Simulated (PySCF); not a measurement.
**Ne⁴⁺, Mg⁶⁺: ionisation energies with spin-orbit coupling**

Wanted: the ionisation energy of these ions, up a ladder of methods.

Method: two-component X2C-1e, generalised determinants. Code: PySCF 2.14.0.

**1. What is computed**

* Elements: neon (Z = 10), magnesium (Z = 12)
* Basis: one for each species, given in its step
* Hamiltonian: two-component X2C-1e, Gaussian nucleus, no Breit or QED terms; spin-orbit coupling, run by run: off; screened by Boettger's factors
* Core shells frozen in the correlated runs: none (for Ne⁴⁺)
* State 1: Ne⁴⁺: [He] 2s2 2p2; 2p1/2 filled at m_j = -1/2, +1/2
* State 2: Mg⁶⁺: [He] 2s2 2p2; 2p1/2 filled at m_j = -1/2, +1/2
* Needed too, but not shown: Ne⁵⁺ [He] 2s2 2p1 (2P), Mg⁷⁺ [He] 2s2 2p1 (2P)
* Methods: GHF, GMP2

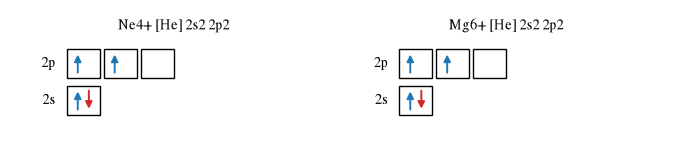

Occupation of the outer shells (arrows by Hund's rule).

A driver program built on PySCF's X2C-1e integrals ran all steps in one process from the settings above; there is no separate input file.

It was started by

```sh
$ OMP_NUM_THREADS=1 python sorun2.py TASK.json OUT
```

The integrals over 111 functions and the set-up took 0.58 s of CPU time.

**2. Ne⁴⁺**

Basis: an uncontracted even-tempered set (18 s from 0.32 bohr⁻², ratio 2.4; 11 p from 0.41 bohr⁻², ratio 2.4; 5 d from 2.4 bohr⁻², ratio 2.6; 5 f from 3.5 bohr⁻², ratio 2.6).

#### GHF (spin-free)

Standard output:

```text
cycle= 1 E= -120.6277118861  delta_E= -121  |FDS-SDF|= 0.108
cycle= 2 E= -120.6847528353  delta_E= -0.057  |FDS-SDF|= 0.0152
cycle= 3 E= -120.6864137835  delta_E= -0.00166  |FDS-SDF|= 0.00212
cycle= 4 E= -120.6864508795  delta_E= -3.71e-05  |FDS-SDF|= 0.000207
cycle= 5 E= -120.6864512491  delta_E= -3.7e-07  |FDS-SDF|= 1.32e-05
cycle= 6 E= -120.6864512501  delta_E= -9.87e-10  |FDS-SDF|= 4.64e-07
```

It took 5.3 s on 1 thread of Neoverse-V1, shared host, the integrals not counted.

Occupied spinors (without spin-orbit coupling the j labels only name the start):

```csv
spinor shell,electrons,mean energy (eV),weight of the nominal j,rms radius (bohr)
1s1/2,2,-1014.4,1.000,0.182
2s1/2,2,-143.81,1.000,0.832
2p1/2,2,-127.24,0.500,0.774
```

M_J = 0, ⟨J²⟩ = 2.002, ⟨L²⟩ = 2.001, ⟨S²⟩ = 2.001.

#### GMP2 (spin-free)

The driver printed no log here.

It took 1.4 s on 1 thread of Neoverse-V1, shared host, the integrals not counted.

With 6 electrons correlated and 30 very high virtual spinors dropped, the MP2 correlation energy is -0.15265 hartree. Largest pairs: 2p1/2-2s1/2 -0.0561, 1s1/2-1s1/2 -0.0396, 2s1/2-2s1/2 -0.0278, 1s1/2-2p1/2 -0.0118, 1s1/2-2s1/2 -0.0089.

#### GHF (screened spin-orbit)

Standard output:

```text
cycle= 1 E= -120.6293826065  delta_E= -121  |FDS-SDF|= 0.111
cycle= 2 E= -120.6867416059  delta_E= -0.0574  |FDS-SDF|= 0.0153
cycle= 3 E= -120.6884226531  delta_E= -0.00168  |FDS-SDF|= 0.00229
cycle= 4 E= -120.6884702484  delta_E= -4.76e-05  |FDS-SDF|= 0.000656
cycle= 5 E= -120.6884771212  delta_E= -6.87e-06  |FDS-SDF|= 0.00049
cycle= 6 E= -120.6884862642  delta_E= -9.14e-06  |FDS-SDF|= 0.000206
cycle= 7 E= -120.6884880235  delta_E= -1.76e-06  |FDS-SDF|= 0.000118
cycle= 8 E= -120.6884888269  delta_E= -8.03e-07  |FDS-SDF|= 8.66e-05
cycle= 9 E= -120.6884897340  delta_E= -9.07e-07  |FDS-SDF|= 2.39e-06
cycle= 10 E= -120.6884897342  delta_E= -1.9e-10  |FDS-SDF|= 2.25e-07
```

Time after the integrals: 12 s (1 thread of Neoverse-V1, shared host).

Occupied spinors:

| spinor shell | electrons | mean energy (eV) | weight of the nominal j | rms radius (bohr) |
| --- | --- | --- | --- | --- |
| 1s1/2 | 2 | -1014.4 | 1.000 | 0.182 |
| 2s1/2 | 2 | -143.81 | 1.000 | 0.832 |
| 2p1/2 | 2 | -127.26 | 0.511 | 0.773 |

M_J = 0, ⟨J²⟩ = 1.958, ⟨L²⟩ = 2.001, ⟨S²⟩ = 2.001. A second start ended at -120.56859 hartree. Rows whose weight is well below 1 mix j = l ± 1/2: exchange competes with spin-orbit coupling there.

The determinant has a definite M_J but mixes levels of different J.

#### GMP2 (screened spin-orbit)

The driver printed no log here.

Time after the integrals: 0.5 s (1 thread of Neoverse-V1, shared host).

With 6 electrons correlated and 30 very high virtual spinors dropped, the MP2 correlation energy is -0.15265 hartree. Largest pairs: 2p1/2-2s1/2 -0.0561, 1s1/2-1s1/2 -0.0396, 2s1/2-2s1/2 -0.0278, 1s1/2-2p1/2 -0.0119, 1s1/2-2s1/2 -0.0089.

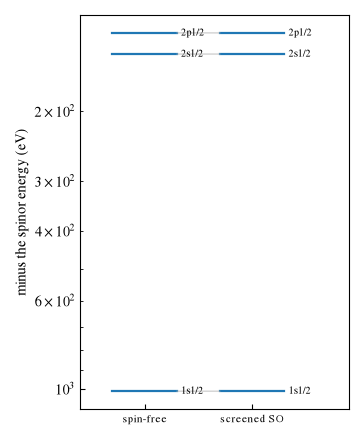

The highest 3 spinor levels of Ne⁴⁺ on a logarithmic scale, without and with spin-orbit coupling.

**3. Mg⁶⁺, method by method**

Basis: an even-tempered Gaussian basis (18 s from 0.6 bohr⁻², ratio 2.4; 11 p from 0.78 bohr⁻², ratio 2.4; 5 d from 3.9 bohr⁻², ratio 2.6; 5 f from 5.8 bohr⁻², ratio 2.6).

#### GHF (spin-free)

Standard output:

```text
cycle= 1 E= -180.2557836071  delta_E= -180  |FDS-SDF|= 0.13
cycle= 2 E= -180.3072267730  delta_E= -0.0514  |FDS-SDF|= 0.0149
cycle= 3 E= -180.3082107210  delta_E= -0.000984  |FDS-SDF|= 0.00149
cycle= 4 E= -180.3082222117  delta_E= -1.15e-05  |FDS-SDF|= 0.000121
cycle= 5 E= -180.3082222906  delta_E= -7.89e-08  |FDS-SDF|= 5.65e-06
cycle= 6 E= -180.3082222907  delta_E= -1e-10  |FDS-SDF|= 1.68e-07
```

It took 5.3 s on 1 thread of Neoverse-V1, shared host, the integrals not counted.

Occupied spinors (without spin-orbit coupling the j labels only name the start):

```
spinor shell  electrons  mean energy (eV)  weight of the nominal j  rms radius (bohr)
       1s1/2          2           -1532.6                    1.000              0.150
       2s1/2          2           -247.64                    1.000              0.660
       2p1/2          2           -226.21                    0.500              0.600
```

M_J = 0, ⟨J²⟩ = 2.001, ⟨L²⟩ = 2.001, ⟨S²⟩ = 2.001.

#### GMP2 (spin-free)

The driver printed no log here.

It took 1.4 s on 1 thread of Neoverse-V1, shared host, the integrals not counted.

With 6 electrons correlated and 30 very high virtual spinors dropped, the MP2 correlation energy is -0.16155 hartree. Largest pairs: 2p1/2-2s1/2 -0.0587, 1s1/2-1s1/2 -0.0397, 2s1/2-2s1/2 -0.0315, 1s1/2-2p1/2 -0.0133, 1s1/2-2s1/2 -0.0097.

#### GHF (screened spin-orbit)

Standard output:

```text
cycle= 1 E= -180.2602236600  delta_E= -180  |FDS-SDF|= 0.139
cycle= 2 E= -180.3123547224  delta_E= -0.0521  |FDS-SDF|= 0.0152
cycle= 3 E= -180.3134159027  delta_E= -0.00106  |FDS-SDF|= 0.00252
cycle= 4 E= -180.3134744406  delta_E= -5.85e-05  |FDS-SDF|= 0.00159
cycle= 5 E= -180.3135222677  delta_E= -4.78e-05  |FDS-SDF|= 0.00108
cycle= 6 E= -180.3135631504  delta_E= -4.09e-05  |FDS-SDF|= 0.000338
cycle= 7 E= -180.3135650491  delta_E= -1.9e-06  |FDS-SDF|= 0.000308
cycle= 8 E= -180.3135735891  delta_E= -8.54e-06  |FDS-SDF|= 4.55e-05
cycle= 9 E= -180.3135737504  delta_E= -1.61e-07  |FDS-SDF|= 7.14e-07
cycle= 10 E= -180.3135737504  delta_E= -7.79e-12  |FDS-SDF|= 6.93e-08
```

It took 12 s on 1 thread of Neoverse-V1, shared host, the integrals not counted.

Occupied spinors:

```
spinor shell  electrons  mean energy (eV)  weight of the nominal j  rms radius (bohr)
       1s1/2          2           -1532.6                    1.000              0.150
       2s1/2          2           -247.63                    1.000              0.660
       2p1/2          2           -226.27                    0.521              0.600
```

M_J = 0, ⟨J²⟩ = 1.912, ⟨L²⟩ = 1.999, ⟨S²⟩ = 2.000. A second start ended at -180.16648 hartree. Rows whose weight is well below 1 mix j = l ± 1/2: exchange competes with spin-orbit coupling there.

The determinant has a definite M_J but mixes levels of different J.

#### GMP2 (screened spin-orbit)

No log was kept for this step.

Time after the integrals: 0.51 s (1 thread of Neoverse-V1, shared host).

With 6 electrons correlated and 30 very high virtual spinors dropped, the MP2 correlation energy is -0.16158 hartree. Largest pairs: 2p1/2-2s1/2 -0.0587, 1s1/2-1s1/2 -0.0397, 2s1/2-2s1/2 -0.0315, 1s1/2-2p1/2 -0.0133, 1s1/2-2s1/2 -0.0097.

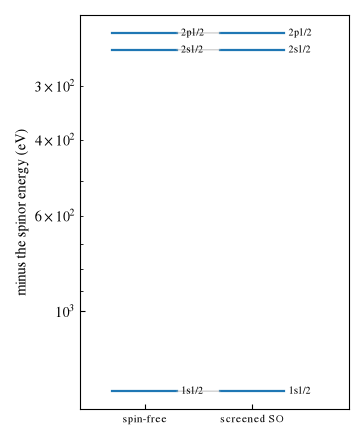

The highest 3 spinor levels of Mg⁶⁺ on a logarithmic scale, without and with spin-orbit coupling.

**4. The energy differences**

Ionisation energy: Ne⁴⁺ [He] 2s2 2p2 [2p1/2^2, M_J = 0] → Ne⁵⁺ [He] 2s2 2p1 [2p1/2^1, M_J = 1/2].

```csv
method,value (eV),less the reference (eV)
GHF (spin-free),126.01,-0.24
GMP2 (spin-free),126.55,+0.30
GHF (screened spin-orbit),125.96,-0.29
GMP2 (screened spin-orbit),126.49,+0.25
```

Reference: 126.25 eV (measured; NIST Atomic Spectra Database, ionization energies). The determinant of Ne4+ mixes levels of different J (the jj label is only the starting occupation), so the difference between spin-free and spin-orbit rows is not the physical spin-orbit shift.

Ionisation energy: Mg⁶⁺ [He] 2s2 2p2 [2p1/2^2, M_J = 0] → Mg⁷⁺ [He] 2s2 2p1 [2p1/2^1, M_J = 1/2].

```
                    method  value (eV)  less the reference (eV)
           GHF (spin-free)      224.97                    -0.05
          GMP2 (spin-free)      225.45                    +0.43
 GHF (screened spin-orbit)      224.84                    -0.18
GMP2 (screened spin-orbit)      225.32                    +0.30
```

Reference: 225.02 ± 0.06 eV (semi-empirical (NIST evaluation); NIST Atomic Spectra Database, ionization energies). The determinant of Mg6+ mixes levels of different J (the jj label is only the starting occupation), so the difference between spin-free and spin-orbit rows is not the physical spin-orbit shift.

The differences also use runs on Ne⁵⁺ [He] 2s2 2p1 (2P), Mg⁷⁺ [He] 2s2 2p1 (2P), which are not shown here.

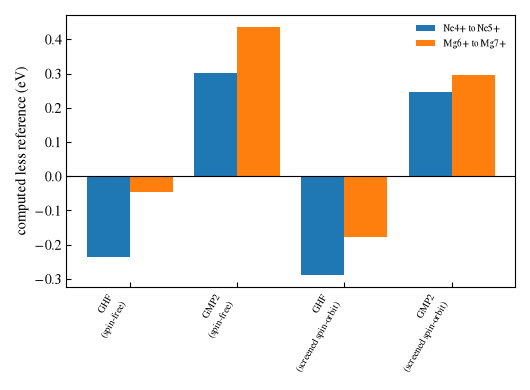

Computed less reference values by method, where the reference is not like for like or is itself uncertain.

**5. Results**

| quantity | value |
| --- | --- |
| ionisation energy, Ne⁴⁺ | GHF (spin-free) 126.01, GMP2 (screened spin-orbit) 126.49 eV; reference 126.25 |
| ionisation energy, Mg⁶⁺ | GHF (spin-free) 224.97, GMP2 (screened spin-orbit) 225.32 eV; reference 225.02 ± 0.06 |

What this shows: For the first difference the methods span 0.588 eV, from GHF (screened spin-orbit) (125.96) to GMP2 (spin-free) (126.55). The reference is uncertain or not like for like (spin-orbit coupling or other relativistic terms), so no ranking of close methods is drawn. The basis is finite, and no extrapolation was made.
